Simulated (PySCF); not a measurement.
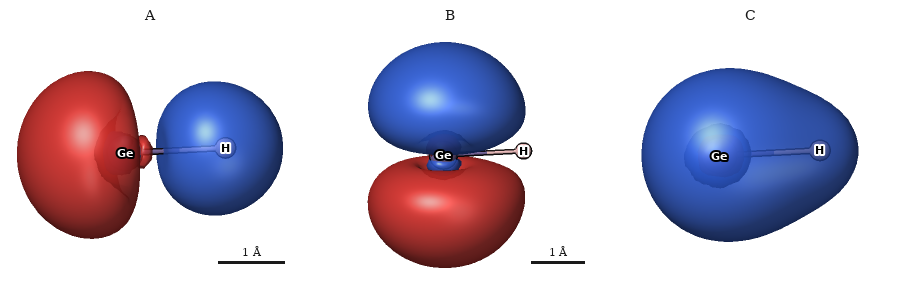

GeH (charge +1). Three frontier orbitals, each drawn at the value that holds 80 % of its norm (blue and red are the two phases), in no order; of a degenerate pair one member is drawn.

The calculation used PBE0/pcseg-2, non-relativistic, at a bond length of 1.589 Å in PySCF.

> Name the orbitals and rank them from lowest to highest energy.

Orbital C: σ, occupied, −21.59 eV; mainly on Ge (80 %).
Orbital A: σ, occupied, −15.06 eV; mainly on Ge (70 %).
Orbital B: π, empty, −10.23 eV; almost wholly on Ge.
